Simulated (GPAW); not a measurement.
# Dielectric function and optical constants of In

Aim: the dielectric function of In, and the optical constants that follow from it.

Program: GPAW 26.7.0. Level of theory: DFT, PBE, plane-wave PAW (GPAW data sets), scalar-relativistic, RPA, optical limit. Results are calculated unless marked as measured.

## Step 1: The structure

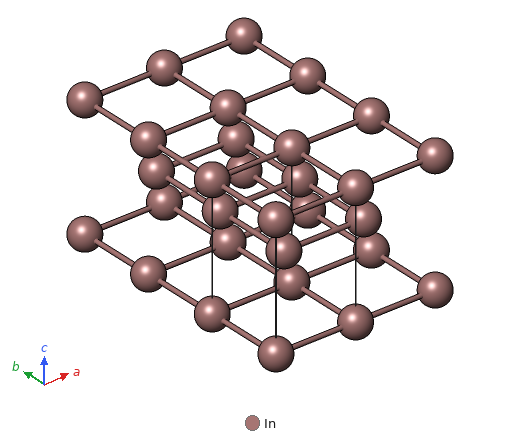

The starting structure, seen from a free direction (indium brown). 2×3×1 cells are drawn. This picture shows the conventional cell, with its axes. Some periodic images of atoms are drawn too.

Structure file:

```
In
1.0
    -1.62547    1.62547    2.47370
     1.62547   -1.62547    2.47370
     1.62547    1.62547   -2.47370
In
1
Cartesian
  0.0000 0.0000 0.0000
```

## Step 2: Ground state

First the ground state: is it a metal or has it a gap?

This step: DFT, PBE, plane-wave PAW (GPAW data sets), scalar-relativistic, ground state (GPAW 26.7.0).

The input, gs.py:

```python
from ase import Atoms
from ase.dft.bandgap import bandgap
from gpaw import GPAW, PW, FermiDirac

atoms = Atoms(['In'],
              cell=[[-1.625470000000, 1.625470000000, 2.473700000000],
                    [1.625470000000, -1.625470000000, 2.473700000000],
                    [1.625470000000, 1.625470000000, -2.473700000000]],
              scaled_positions=[[0.000000000000, 0.000000000000, 0.000000000000]],
              pbc=[True, True, True])
atoms.calc = GPAW(mode=PW(500), xc='PBE', kpts={'size': (10, 10, 10), 'gamma': True},
                  occupations=FermiDirac(0.05), maxiter=150, txt='gs.txt')
print('energy (eV)', atoms.get_potential_energy())
print('Fermi level (eV)', atoms.calc.get_fermi_level())
print('valence electrons', atoms.calc.get_number_of_electrons())
print('gap (eV)', bandgap(atoms.calc, output=None)[0])
print('direct gap (eV)', bandgap(atoms.calc, direct=True, output=None)[0])
atoms.calc.write('gs.gpw')
```

On the command line:

```bash
OMP_NUM_THREADS=1 python gs.py
```

Numbers of over 12 decimals in the logs are rounded to 6 here.

Log:

```text
__  _  _
 | _ |_)|_||  |
 |__||  | ||/\| - 26.7.0

Versions:
  Python: 3.12.14
  ASE:    3.29.0
  Numpy:  2.5.5
  Scipy:  1.18.1
  Libxc:  7.0.0

Input parameters:
  mode=PW(ecut=500.0),
  kpts=MonkhorstPack(size=(10, 10, 10), gamma=True),
  maxiter=150,
  occupations=Occupations(name='fermi-dirac', width=0.05, fixmagmom=False),
  xc=XC(name='PBE')

Diagonalizing LCAO Hamiltonian
Converting LCAO to pw mode

       In

Atoms  # Å, Bohr magnetons
|   | symbol |        x |        y |        z |    initial magnetic moments |
| 0 |     In | 0.000000 | 0.000000 | 0.000000 | ( 0.0000,  0.0000,  0.0000) |

Unit cell  # Å
| periodic |         x |         y |         z |  lengths |     angles |
|      yes | -1.625470 |  1.625470 |  2.473700 | 3.376906 | 122.452932 |
|      yes |  1.625470 | -1.625470 |  2.473700 | 3.376906 | 122.452932 |
|      yes |  1.625470 |  1.625470 | -2.473700 | 3.376906 |  85.801437 |

Number of symmetries: 16
Symmetry operations  # r_c * U_cc + t_c -> r_c
|    | kind |            matrix            |
|  0 |  σ   |  1, 1, 1,  0, 0,-1,  0,-1, 0 |
|  1 |  C4  |  1, 1, 1,  0, 0,-1, -1, 0, 0 |
|  2 |  E   |  1, 0, 0,  0, 1, 0,  0, 0, 1 |
|  3 |  σ   |  1, 0, 0,  0, 1, 0, -1,-1,-1 |
|  4 |  σ   |  0, 1, 0,  1, 0, 0,  0, 0, 1 |
|  5 |  C2  |  0, 1, 0,  1, 0, 0, -1,-1,-1 |
|  6 |  C2  |  0, 0, 1, -1,-1,-1,  1, 0, 0 |
|  7 |  S4  |  0, 0, 1, -1,-1,-1,  0, 1, 0 |
|  8 |  C4  |  0, 0,-1,  1, 1, 1,  0,-1, 0 |
|  9 |  σ   |  0, 0,-1,  1, 1, 1, -1, 0, 0 |
| 10 |  σ   |  0,-1, 0, -1, 0, 0,  1, 1, 1 |
| 11 |  C2  |  0,-1, 0, -1, 0, 0,  0, 0,-1 |
| 12 |  C2  | -1, 0, 0,  0,-1, 0,  1, 1, 1 |
| 13 |  i   | -1, 0, 0,  0,-1, 0,  0, 0,-1 |
| 14 |  S4  | -1,-1,-1,  0, 0, 1,  1, 0, 0 |
| 15 |  C2  | -1,-1,-1,  0, 0, 1,  0, 1, 0 |

BZ-sampling:
  Number of BZ points: 1000
  Number of IBZ points: 102

  Monkhorst-Pack size: [10, 10, 10]
  Monkhorst-Pack shift: [0.05, 0.05, 0.05]

K-points  # in reciprocal-cell coordinates
|     |                                coordinates |     weight |
|   0 | (  0.00000000,   0.00000000,   0.00000000) | 0.00100000 |
|   1 | (  0.10000000,  -0.10000000,   0.00000000) | 0.00400000 |
|   2 | (  0.10000000,  -0.10000000,   0.10000000) | 0.00400000 |
|   3 | (  0.10000000,   0.00000000,   0.00000000) | 0.00800000 |
|   4 | (  0.10000000,   0.10000000,  -0.10000000) | 0.00200000 |
|   5 | (  0.20000000,  -0.20000000,   0.00000000) | 0.00400000 |
|   6 | (  0.20000000,  -0.20000000,   0.10000000) | 0.00800000 |
|   7 | (  0.20000000,  -0.20000000,   0.20000000) | 0.00400000 |
|   8 | (  0.20000000,  -0.10000000,   0.00000000) | 0.01600000 |
|   9 | (  0.20000000,  -0.10000000,   0.10000000) | 0.00800000 |
| ... |                                            |            |
| 101 | (  0.50000000,   0.50000000,   0.50000000) | 0.00100000 |

Plane wave coefficients: 680
Cutoff: 500.0 eV

Spin-components: 1 (collinear spins)
Bands:           9
Projectors:      6
Spin-degeneracy: 2
Datatype:        complex128

Parallelization:
  kpt:    1
  domain: 1
  band:   1

Density:
  Valence electrons: 13.0
  Components: 1
  Grid points: [18 18 18]
  Charge: 0.0  # |e|

Potential:
  Grid points: [18 18 18]

species:
  In:
    name:    Indium
    id:
    Z:       49.0
    valence: 13
    core:    36
    charge:  0.0  # [|e|]
    compensation charges:
      type: gauss
      rc: 0.36  # [Å]
      lmax: 2
    cutoffs:
      filter: 2.09  # [Å]
      core: 2.48  # [Å]
    projectors
    | kind |    occ | energy [eV] | rcut [Å] |
    |   5s |  2.000 |      -8.203 |    1.185 |
    |   5p |  1.000 |      -2.521 |    1.244 |
    |   4d | 10.000 |     -18.629 |    1.148 |
    |    s |        |      19.008 |    1.185 |
    |    p |        |      24.691 |    1.244 |
    |    d |        |       8.583 |    1.148 |

    Using partial waves for In as LCAO basis

Reference energy: -159975.419660  # eV

eigensolver:
  PPCG
  Converge bands: occupied
  niter=2

density mixing:
  MSR1-Mixer
  Pratt-step length: 0.05
  Maximum mixing coefficient: 0.75
  Old densities: 10
  SVD Regularization: 0.005
  Good broyden scale: 1.0
  Trust region scale: 1.0
  Backstep threshold: 4.0
  History deletion threshold: 6.0
  Fourier metric: weight=20.0, sigma=0.015

occupation numbers:
  Fermi-Dirac:
    width: 0.0500  # eV

poisson solver:
  ecut: 4000.0  # eV

xc functional:
  name: PBE with 2 nearest neighbor stencil

convergence criteria:
- Maximum [total energy] change in last 3 cyles: 0.0005 eV / valence electron
- Maximum integral of absolute [dens]ity change: 0.0001 electrons / valence electron
- Maximum integral of absolute [eigenst]ate change: 4e-08 eV^2 / valence electron
maximum number of iterations: 150

SCF iterations
|iter     |      energy | eigst |  dens |
|iter:   1||   -2.794953 | -0.45 |       |
|iter:   2||   -2.792113 | -2.26 | -1.57 |
|iter:   3||   -2.765366 | -2.40 | -1.61 |
|iter:   4||   -2.764713 | -3.24 | -2.03 |
|iter:   5||   -2.764854c| -4.20 | -2.60 |
|iter:   6||   -2.764858c| -6.00 | -3.73 |
|iter:   7||   -2.764858c| -6.97 | -4.19c|
|iter:   8||   -2.764858c| -7.71c| -5.14c|

Converged in 8 steps
SCF loop duration: 11.123 s (1.390 s/step)
Energy contributions relative to reference atoms: (reference = -159975.419660)

Energy contributions:
  Kinetic:          11.805763
  Coulomb:         -10.782395
  Zero:              0.188458
  External:          0.000000
  Xc:               -3.975015
  Entropy:          -0.003338
  Spinorbit:         0.000000
  ----------------------------
  Free energy:      -2.766527
  Extrapolated:     -2.764858

dipole moment: (-5.491097, -5.491097, -8.356554)  # |e|*Ang

Fermi level: 6.953
Eigenvalues  # (at kpt = [0.000, 0.000, 0.000])
| band index |      eig [eV] | occ [0-2] |
|          0 |        -7.625 |     2.000 |
|          1 |        -7.523 |     2.000 |
|          2 |        -7.523 |     2.000 |
|          3 |        -7.442 |     2.000 |
|          4 |        -7.330 |     2.000 |
|          5 |        -2.561 |     2.000 |
|          6 |        17.508 |     0.000 |
|          7 |        17.508 |     0.000 |
|          8 |        17.671 |     0.000 |

No gap
No difference between direct/indirect transitions

--- standard output ---
energy (eV) -2.764858
Fermi level (eV) 6.953064
valence electrons 13.0
gap (eV) 0.0
direct gap (eV) 0.0
```

Elapsed: 13 s, on 1 thread of Arm Neoverse V1, shared host; peak memory 0.14 GiB.

Numbers from this step:

| Quantity | Value |
| --- | --- |
| energy | -2.765 eV |
| Fermi energy | 6.953 eV |
| electrons | 13 |

There are states at the Fermi level within the smearing, so the occupations stay smeared and the carriers get a Drude term.

## Step 3: Bands for the response

At the fixed density, many empty bands are solved on the mesh of the response, since the spectrum sums over them.

This step: DFT, PBE, plane-wave PAW (GPAW data sets), scalar-relativistic, bands at fixed density (GPAW 26.7.0).

The input, nscf.py:

```python
from ase.dft.bandgap import bandgap
from gpaw import GPAW, FermiDirac

calc = GPAW('gs.gpw').fixed_density(kpts={'size': (19, 19, 19), 'gamma': True}, nbands=28, convergence={'bands': 22},
                                    occupations=FermiDirac(0.05), txt='nscf.txt')
print('gap (eV)', bandgap(calc, output=None)[0])
print('direct gap (eV)', bandgap(calc, direct=True, output=None)[0])
print('top band over the Fermi level (eV)', min(calc.get_eigenvalues(kpt=k)[21] for k in range(len(calc.get_ibz_k_points()))) - calc.get_fermi_level())
calc.write('full.gpw', mode='all')
```

On the command line:

```bash
OMP_NUM_THREADS=1 python nscf.py
```

Log:

```text
Diagonalizing LCAO Hamiltonian
Converting LCAO to pw mode
convergence criteria:
- Maximum integral of absolute [eigenst]ate change: 4e-08 eV^2 / valence electron
maximum number of iterations: 150

SCF iterations
|iter     |      energy | eigst |  dens |
|iter:   1||             | +3.38 |       |
|iter:   2||             | +1.62 |       |
|iter:   3||             | -0.66 |       |
|iter:   4||             | -2.23 |       |
|iter:   5||             | -4.02 |       |
|iter:   6||             | -5.29 |       |
|iter:   7||             | -6.98 |       |
|iter:   8||             | -7.72c|       |
SCF steps: 8
  __  _  _
 | _ |_)|_||  |
 |__||  | ||/\| - 26.7.0

Versions:
  Python: 3.12.14
  ASE:    3.29.0
  Numpy:  2.5.5
  Scipy:  1.18.1
  Libxc:  7.0.0

Input parameters:
  mode=PW(ecut=500.0),
  convergence={'bands': 22},
  gpts=array([18, 18, 18]),
  kpts=MonkhorstPack(size=(19, 19, 19), gamma=True),
  maxiter=150,
  nbands=28,
  occupations=Occupations(name='fermi-dirac', width=0.05, fixmagmom=False),
  parallel={},
  xc=XC(name='PBE')

--- standard output ---
gap (eV) 0.0
direct gap (eV) 0.0
top band over the Fermi level (eV) 29.083458
```

It took 3 min on 1 thread; peak memory 0.36 GiB.

## Step 4: Dielectric function, RPA

Transitions between filled and empty bands, summed over the zone, give the optical response, so mesh, band count and broadening shape it.

The induced potential is part of this response.

This step: DFT, PBE, plane-wave PAW (GPAW data sets), scalar-relativistic, RPA, optical limit (GPAW 26.7.0).

The input, df.py:

```python
from gpaw.response.df import DielectricFunction

df = DielectricFunction('full.gpw', frequencies={'type': 'nonlinear', 'domega0': 0.03, 'omega2': 8},
                        ecut=50,
                        eta=0.15,
                        nbands=22,
                        rate=0.05,
                        txt='df.txt')
for direction in ['x', 'z']:
    df.get_dielectric_function(xc='RPA', direction=direction, filename=f'df_{direction}.csv')
```

On the command line:

```bash
OMP_NUM_THREADS=1 python df.py
```

Log:

```text
Using integrator: PointIntegrator
NonLinearFrequencyDescriptor(from 0.000 to 53.065 eV, 473 points)
Nonperiodic BCs:  [False False False]
Using integrator: PointIntegrator
NonLinearFrequencyDescriptor(from 0.000 to 53.065 eV, 473 points)
Nonperiodic BCs:  [False False False]
Using integrator: PointIntegrator

Calculating chi0 body with:
    Ground state adapter containing:
    Number of spins: 1
    Number of kpoints: 6859
    Number of irreducible kpoints: 550
    Number of completely occupied states: 6
    Number of partially occupied states: 8

    Linear response parametrization:
    q_c: [0.0, 0.0, 0.0]
    Number of frequency points: 473
    Planewave cutoff: 50.0
    Number of bands: 22
    Number of planewaves: 15
    Broadening (eta): 0.15

Integrating chi0 body.

Symmetries of q_c:
    Direct symmetries (Uq -> q): 16
    Indirect symmetries (TUq -> q): 0
In total 16 allowed symmetries.

550 groups of equivalent kpoints. 91.981338% reduction.

Integral kind: spectral function

Calculating chi0 optical extensions with:
    Ground state adapter containing:
    Number of spins: 1
    Number of kpoints: 6859
    Number of irreducible kpoints: 550
    Number of completely occupied states: 6
    Number of partially occupied states: 8

    Linear response parametrization:
    Number of frequency points: 473
    Planewave cutoff: 50.0
    Number of bands: 22
    Number of planewaves: 15
    Broadening (eta): 0.15
Integrating chi0 head and wings.

Symmetries of q_c:
    Direct symmetries (Uq -> q): 16
    Indirect symmetries (TUq -> q): 0
In total 16 allowed symmetries.

550 groups of equivalent kpoints. 91.981338% reduction.

Integral kind: spectral function wings

Calculating drude chi0 with:
    Number of frequency points:473
    Plasma frequency decay rate: 0.05 eV

    Ground state adapter containing:
    Number of spins: 1
    Number of kpoints: 6859
    Number of irreducible kpoints: 550
    Number of completely occupied states: 6
    Number of partially occupied states: 8

Symmetries of q_c:
    Direct symmetries (Uq -> q): 16
    Indirect symmetries (TUq -> q): 0
In total 16 allowed symmetries.

550 groups of equivalent kpoints. 91.981338% reduction.

Integral kind: intraband
Plasma frequency:
[[10.7 -0.j  0.  -0.j  0.  +0.j]
 [ 0.  -0.j 10.7 -0.j  0.  +0.j]
 [ 0.  +0.j  0.  +0.j  9.67-0.j]]
```

The job ended after 34 s (1 thread; peak memory 0.22 GiB).

Sum at mesh points, not converged in k. The Im ε by photon energy; read off at these points:

| photon energy (eV) | E ∥ x | E ∥ z |
| --- | --- | --- |
| 1.0 | 42.1 | 30.8 |
| 1.5 | 34.8 | 29.2 |
| 2.0 | 13.3 | 11.8 |
| 3.0 | 4.81 | 4.38 |
| 4.0 | 2.00 | 2.03 |
| 5.0 | 1.00 | 0.968 |
| 6.0 | 0.533 | 0.494 |
| 7.0 | 0.308 | 0.303 |
| 8.0 | 0.196 | 0.195 |
| 9.0 | 0.143 | 0.117 |
| 10.0 | 0.0937 | 0.0816 |
| 11.0 | 0.0635 | 0.0612 |
| 12.0 | 0.0544 | 0.0517 |
| 13.0 | 0.0503 | 0.0490 |

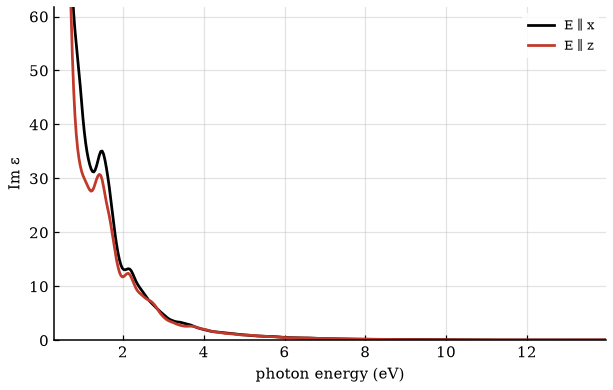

Im ε against photon energy. Below 1 eV the curve runs off the scale.

Values under 1 per cm are given as 1; sum at mesh points, not converged in k. Absorption coefficient against photon energy:

| photon energy (eV) | E ∥ x (1/cm) | E ∥ z (1/cm) |
| --- | --- | --- |
| 1 | 1.1e6 | 9.6e5 |
| 2 | 1.3e6 | 1.1e6 |
| 3 | 1.3e6 | 1.2e6 |
| 4 | 1.3e6 | 1.2e6 |
| 5 | 1.3e6 | 1.1e6 |
| 6 | 1.2e6 | 1.1e6 |
| 7 | 1.2e6 | 1.0e6 |
| 8 | 1.1e6 | 9.2e5 |
| 9 | 9.6e5 | 7.9e5 |
| 10 | 8.1e5 | 5.9e5 |
| 11 | 6.0e5 | 2.7e5 |
| 12 | 2.0e5 | 68092 |
| 13 | 68566 | 50352 |

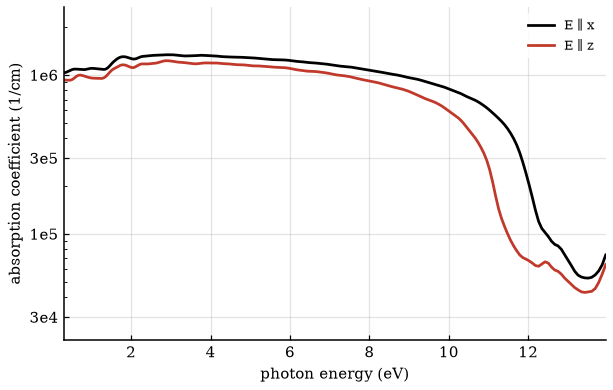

Absorption coefficient against photon energy.

The loss function −Im 1/ε at q → 0 has structure finer than the step of the table below, so its rows give means over 1 eV, whole bins alone (the curve runs from 0.305 to 14.0 eV). Peaks (eV: height): E ∥ x 12.0: 18.4; E ∥ z 11.2: 17.9.

Sum at mesh points, not converged in k. The loss function −Im 1/ε at q → 0 by energy loss; means over each step:

| energy loss (eV) | E ∥ x | E ∥ z |
| --- | --- | --- |
| 1 | 0.00362 | 0.00480 |
| 2 | 0.00906 | 0.0124 |
| 3 | 0.0129 | 0.0176 |
| 4 | 0.0180 | 0.0266 |
| 5 | 0.0243 | 0.0371 |
| 6 | 0.0332 | 0.0506 |
| 7 | 0.0460 | 0.0749 |
| 8 | 0.0662 | 0.117 |
| 9 | 0.115 | 0.235 |
| 10 | 0.236 | 0.829 |
| 11 | 0.937 | 8.62 |
| 12 | 9.08 | 1.52 |
| 13 | 1.15 | 0.313 |

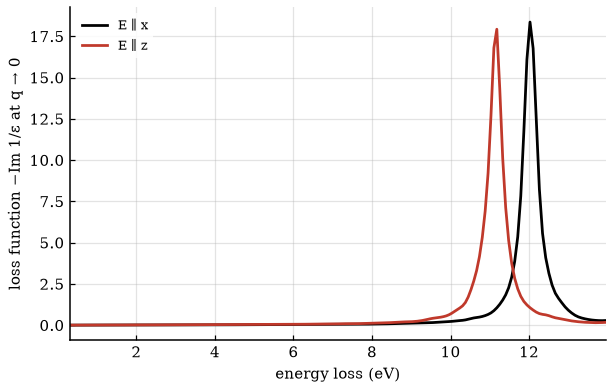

Loss function −Im 1/ε at q → 0 against energy loss.

Sum at mesh points, not converged in k. Im ε, E ∥ x against photon energy; read off at these points:

| photon energy (eV) | without local fields | with local fields |
| --- | --- | --- |
| 1.0 | 42.7 | 42.1 |
| 1.5 | 36.1 | 34.8 |
| 2.0 | 13.9 | 13.3 |
| 3.0 | 4.97 | 4.81 |
| 4.0 | 2.08 | 2.00 |
| 5.0 | 1.05 | 1.00 |
| 6.0 | 0.564 | 0.533 |
| 7.0 | 0.337 | 0.308 |
| 8.0 | 0.220 | 0.196 |
| 9.0 | 0.165 | 0.143 |
| 10.0 | 0.112 | 0.0937 |
| 11.0 | 0.0791 | 0.0635 |
| 12.0 | 0.0720 | 0.0544 |
| 13.0 | 0.0648 | 0.0503 |

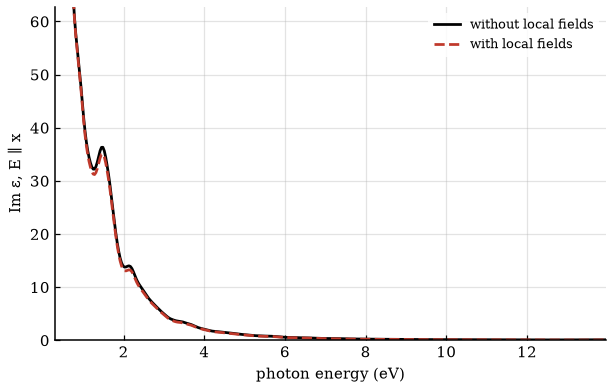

Im ε, E ∥ x, plotted against photon energy. Below 1 eV the curve runs off the scale.

Sum at mesh points, not converged in k. The reflectivity at normal incidence by photon energy; read off at these points:

| photon energy (eV) | E ∥ x (%) | E ∥ z (%) |
| --- | --- | --- |
| 1 | 93.9 | 93.2 |
| 2 | 90.2 | 87.6 |
| 3 | 90.0 | 88.3 |
| 4 | 90.0 | 86.6 |
| 5 | 89.9 | 86.9 |
| 6 | 90.2 | 88.0 |
| 7 | 90.3 | 87.2 |
| 8 | 89.8 | 85.9 |
| 9 | 87.9 | 85.6 |
| 10 | 86.8 | 81.2 |
| 11 | 83.6 | 61.5 |
| 12 | 54.5 | 13.7 |
| 13 | 12.3 | 4.82 |

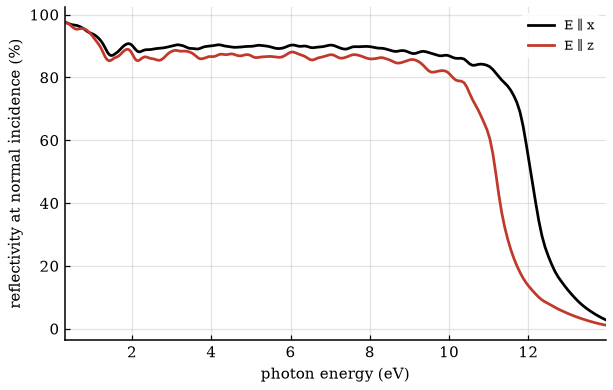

Reflectivity at normal incidence against photon energy.

From ε follow the optical constants at some laser and lamp lines:

| wavelength (nm) | n x | k x | R (%) x | 1/α x | n z | k z | R (%) z | 1/α z |
| --- | --- | --- | --- | --- | --- | --- | --- | --- |
| 1550 | 2.20 | 13.326 | 95.3 | 9.3 nm | 1.79 | 12.181 | 95.4 | 10 nm |
| 532 | 0.98 | 5.551 | 88.8 | 7.6 nm | 0.96 | 4.966 | 86.5 | 8.5 nm |
| 450 | 0.68 | 4.778 | 89.3 | 7.5 nm | 0.78 | 4.339 | 85.8 | 8.3 nm |
| 405 | 0.51 | 4.311 | 90.2 | 7.5 nm | 0.50 | 3.920 | 88.5 | 8.2 nm |
| 365 | 0.44 | 3.822 | 89.5 | 7.6 nm | 0.41 | 3.457 | 88.3 | 8.4 nm |
| 308 | 0.30 | 3.234 | 90.1 | 7.6 nm | 0.34 | 2.909 | 86.6 | 8.4 nm |
| 248 | 0.20 | 2.529 | 89.9 | 7.8 nm | 0.21 | 2.255 | 86.9 | 8.8 nm |

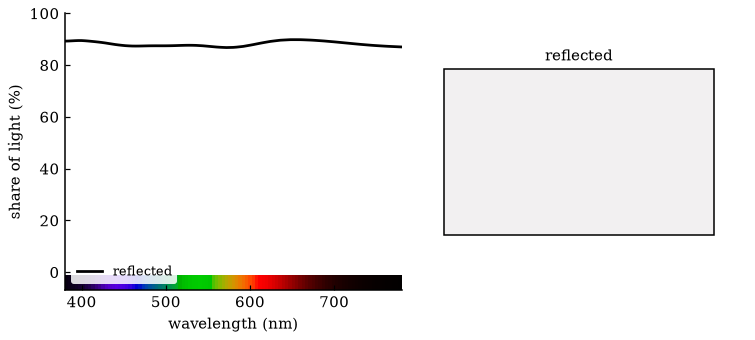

Light reflected across the visible range, with the colour that it makes of daylight (sRGB).

A polished face would reflect 88 % of daylight and look near white (CIE x = 0.313, y = 0.328 under D65).

## Step 5: Results

What this shows: At this level (PBE, RPA) In is a metal. The mesh is too coarse to trust the carriers' weight, the reflectivity or the colour to better than tens of per cent. A polished face would reflect 88 % of daylight and look near white (CIE x = 0.313, y = 0.328 under D65). The carriers' damping of 0.05 eV is typed, not computed; it shapes the response at the lowest energies. Spin-orbit coupling is left out although heavy atoms are present. GPAW's carrier term has the form −ωp²/(ω + i·rate)², which damps like twice the rate and fails at low energy, so the curves leave the lowest energies out. The sum runs over mesh points 0.14 Å⁻¹ apart with no interpolation, so peaks are partly noise of the mesh, and the Drude plasma energy, a sum over the Fermi surface, isn't converged.

[Machine, clock and banner lines and Python warnings are left out of the logs.]

[Logs are printed without paths, hosts, clocks, repeated set-up lines and the standing remarks that a program may print on its own settings, such as how far it seeks lower states.]

[Hosts, paths, dates, database ids (printed as entryN), source tags and the programs' standing remarks are cut or masked in the printed files.]
